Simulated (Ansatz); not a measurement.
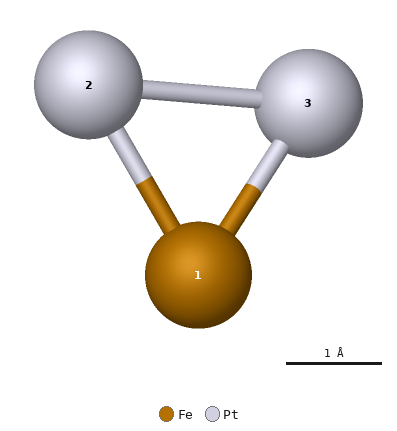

**Figure 1.** The structure as given in the input (ball-and-stick view, seen at a tilt; atoms are numbered from 1 in the order of the input). Sticks mark near contacts. Bond lengths as drawn: Fe–Pt 2.32 Å and Pt–Pt 2.50 Å.

**Single-point calculation, with input and output: FePt2 (charge +1)**

FePt2, charge +1, multiplicity 2, computed with UKS PBE-D4/def2-TZVP (Ansatz 0.2.0).

The geometry comes from this level: PBE0-D4/def2-TZVP.

## The input
```yaml
crystal:
  periodic: [false, false, false]
  atoms:
    - {symbol: Fe, position_ang: [-0.114209, 1.020136, -0.794376]}
    - {symbol: Pt, position_ang: [1.032539, -0.921819, -0.271869]}
    - {symbol: Pt, position_ang: [-0.918331, -0.098317, 1.066245]}
basis:
  gaussian: {orbitals: def2-TZVP, initial_orbitals: start.molden}
total_charge: 1
magnetization: {spin_polarized: true, initial_magnetization: 1}
hamiltonian: {xc: pbe, dispersion: d4}
scf: {omitted_lower_state_checks: [starts]}
output: {orbitals: {seedname: orbitals}}
```

Machine: 4 threads of Arm Neoverse V1, 23 GiB of memory available, shared host.

Launch command:
```bash
ansatz run in.yaml --threads 4 --pin off --events-out ev --progress --plain --max-ram 3916MiB
```

## What the program printed
```
Functional definition: PBE
  name "PBE"
  cite "Perdew, Burke & Ernzerhof, Phys. Rev. Lett. 77, 3865 (1996) doi:10.1103/PhysRevLett.77.3865"
  parent pbe
  parameter kappa = 0.804
  parameter beta = 0.06672455060314922
  exchange = pbe_x(kappa = kappa, mu = beta*pi^2/3)
  correlation = pbe_c(beta = beta)
these checks for a lower state are left out or cut short: starts
1228 factors; their error is unknown
mean field evaluation 1: about -40870.9498 eV, gradient 7.0e0 eV
mean field evaluation 2: about -40871.2719 eV, gradient 5.7e-1 eV
mean field evaluation 4: about -40871.2951 eV, gradient 2.8e-3 eV
mean field evaluation 8: about -40871.2593 eV, gradient 1.3e-5 eV
mean field evaluation 16: about -40871.2593 eV, gradient 8.4e-6 eV
mean field -40871.25928908 eV, -1501.9910753390 hartree, gradient 8.4e-6 eV, S^2 2.764015; 0 other end points of the search recorded, 0 dependent functions left out
reference -40871.25933136 eV, -1501.9910768930 hartree; 31, 30 occupied and 94, 95 virtual orbitals, 1228 factors
Total energy: -40871.37377012 eV, -1501.9952824399 hartree
Checks for a lower state left out: starts
```

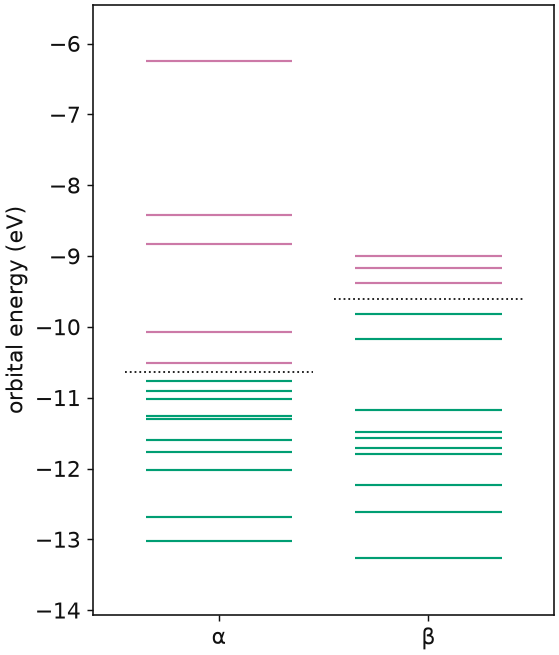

**Figure 2.** Orbital energies near the frontier for α and β spins; the dotted line parts filled from empty levels, and levels within 0.02 eV of each other stand side by side. α: highest filled −10.76 eV, lowest empty −10.51 eV, 0.25 eV apart; β: highest filled −9.82 eV, lowest empty −9.38 eV, 0.44 eV apart.

## Results in brief

- outcome: converged
- total energy: −40871.3738 eV
- mean-field energy: −40871.2593 eV
- dispersion energy: −0.1144 eV
- ⟨S²⟩: 2.764
- SCF solution under orbital rotations: stable
- HOMO (either spin): −9.82 eV
- LUMO (either spin): −10.51 eV
- wall time: 9.5 s (CPU time 35 s)
- peak memory: 0.33 GiB

⟨S²⟩ is 2.76 against 0.75 for a pure state: the solution is spin-contaminated.
